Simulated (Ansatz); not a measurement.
**SiP2H (doublet): trial inputs and their diagnosis at a displaced geometry (v2)**

4 inputs are run for SiP2H (doublet) as typed; the log has to tell whether the result can be used and what must change.

Method: the settings change from run to run; program: Ansatz 0.2.0, Gaussian basis.

20 further runs of the same task are left out: 11 that didn't finish, 9 set aside as unsound or not needed.

### 1 What is computed

The geometry is a PBE0/def2-TZVP stationary point (not a proven minimum) with its atoms shifted at random (size 0.100 Å).

4 atoms, charge 0, spin multiplicity 2.

Atoms are counted from 1 here; the program's logs count them from 0.

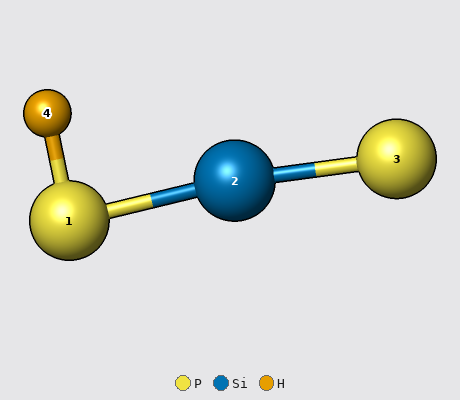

The structure; phosphorus yellow, silicon blue, hydrogen amber; atoms are numbered from 1 in the order of the file.

### 2 Try 1

Input file in.yaml:

```yaml
crystal:
  periodic: [false, false, false]
  atoms:
    - {symbol: P, position_ang: [0.064562, -0.386815, 1.537130]}
    - {symbol: Si, position_ang: [-0.100277, -0.254029, -0.546859]}
    - {symbol: P, position_ang: [-0.023693, -0.321962, -2.567014]}
    - {symbol: H, position_ang: [0.059408, 0.962806, 1.576743]}
basis:
  gaussian: {orbitals: def2-TZVPP}
magnetization: {spin_polarized: false, initial_magnetization: 1}
correlation: {method: fci, electrons: all, diis_vectors: 4}
scf: {lower_state_search: light}
output: {forces: true}
```

Launch:

```
> ansatz run in.yaml --threads 1 --pin off --events-out ev --progress --plain --max-ram 2393MiB
```

Log:

```text
Error: "diis_vectors" apply only to coupled cluster; leave them out
```

Wall time 0.07 s (1 thread of Intel Xeon at 2.50GHz, shared host).

**Diagnosis.** The run was refused. It says: «"diis_vectors" apply only to coupled cluster».

### 3 Try 2

Input file in.yaml:

```yaml
crystal:
  periodic: [false, false, false]
  atoms:
    - {symbol: P, position_ang: [0.064562, -0.386815, 1.537130]}
    - {symbol: Si, position_ang: [-0.100277, -0.254029, -0.546859]}
    - {symbol: P, position_ang: [-0.023693, -0.321962, -2.567014]}
    - {symbol: H, position_ang: [0.059408, 0.962806, 1.576743]}
basis:
  gaussian: {orbitals: STO-3G, fitting: {mean_field: def2-universal-jkfit}}
correlation: {method: fic_mrcisd_q, electrons: outside_noble_gas, active_space: {window: {electrons: 3, orbitals: 3}}}
accuracy: high
scf: {lower_state_search: off}
magnetization: {spin_polarized: true, initial_magnetization: 1}
```

Launched as before.

Log:

```text
Error: invalid value for `correlation.active_space`: it starts from restricted Hartree–Fock orbitals; set hamiltonian.xc: hf without magnetization.spin_polarized
```

It took 0.07 s on 1 thread of Intel Xeon at 2.50GHz, shared host.

**Diagnosis.** The run was refused. An active space is asked on unrestricted orbitals. Fix: drop spin_polarized: true.

### 4 Try 3

Input file in.yaml:

```yaml
crystal:
  periodic: [false, false, false]
  atoms:
    - {symbol: P, position_ang: [0.064562, -0.386815, 1.537130]}
    - {symbol: Si, position_ang: [-0.100277, -0.254029, -0.546859]}
    - {symbol: P, position_ang: [-0.023693, -0.321962, -2.567014]}
    - {symbol: H, position_ang: [0.059408, 0.962806, 1.576743]}
basis:
  gaussian: {orbitals: "6-31G*"}
magnetization: {spin_polarized: false, initial_magnetization: 1}
hamiltonian: {xc: {name: B3LYP}}
correlation: {method: afqmc, electrons: outside_noble_gas}
output: {forces: true}
```

Same command.

Log:

```text
Error: YAML parse error: error: line 12 column 23: unknown variant `afqmc`, expected one of mp2, rpa, ccsd, ccsd_t, bccd, bccd_t, ccsdt, ccsdt_q, ccsdt_q_b, ccsdtq, fci, sc_nevpt2, fic_nevpt4_sd, fic_mrcisd_q, fic_mrcisd_q_relaxed
  --> <input>:12:23
   |
10 | magnetization: {spin_polarized: false, initial_magnetization: 1}
11 | hamiltonian: {xc: {name: B3LYP}}
12 | correlation: {method: afqmc, electrons: outside_noble_gas}
   |                       ^ unknown variant `afqmc`, expected one of mp2, rpa, ccsd, ccsd_t, bccd, bccd_t, ccsdt, ccsdt_q, ccsdt_q_b, ccsdtq, fci, sc_nevpt2, fic_nevpt4_sd, fic_mrcisd_q, fic_mrcisd_q_relaxed
13 | output: {forces: true}
   |
```

Wall time 0.03 s (1 thread of Intel Xeon at 2.50GHz, shared host).

**Diagnosis.** The run was refused. The method's name isn't one that the program knows. To mend it, name one from the list in the message.

### 5 Try 4

Input file in.yaml:

```yaml
crystal:
  periodic: [false, false, false]
  atoms:
    - {symbol: P, position_ang: [0.064562, -0.386815, 1.537130]}
    - {symbol: Si, position_ang: [-0.100277, -0.254029, -0.546859]}
    - {symbol: P, position_ang: [-0.023693, -0.321962, -2.567014]}
    - {symbol: H, position_ang: [0.059408, 0.962806, 1.576743]}
basis:
  gaussian: {orbitals: cc-pVDZ}
magnetization: {spin_polarized: false, initial_magnetization: 1}
correlation: {method: fic_mrcisd_q, electrons: outside_noble_gas, active_space: {window: {electrons: 3, orbitals: 3}, states: [{multiplicity: 2, weights: [1, 1]}], root: 5}}
accuracy: high
scf: {lower_state_search: light}
```

The command is unchanged.

Log:

```text
Error: the active space averages no state 5, counted from zero
```

Run time: 0.03 s. Hardware: 1 thread of Intel Xeon at 2.50GHz, shared host.

What is wrong: The run was refused. The root asked for lies beyond the states averaged. Cure: average more states or name a lower root.

### 6 Summary

```tsv
try	level	ended	cause	time
1	FCI/def2-TZVPP	refused	"diis_vectors" apply only to coupled cluster	0.07 s
2	MRCISD+Q(3,3)/STO-3G	refused	an active space is asked on unrestricted orbitals	0.07 s
3	'afqmc'/6-31G*	refused	the method's name isn't one that the program knows	0.03 s
4	MRCISD+Q(3,3)/cc-pVDZ	refused	the root asked for lies beyond the states averaged	0.03 s
```

4 refused.
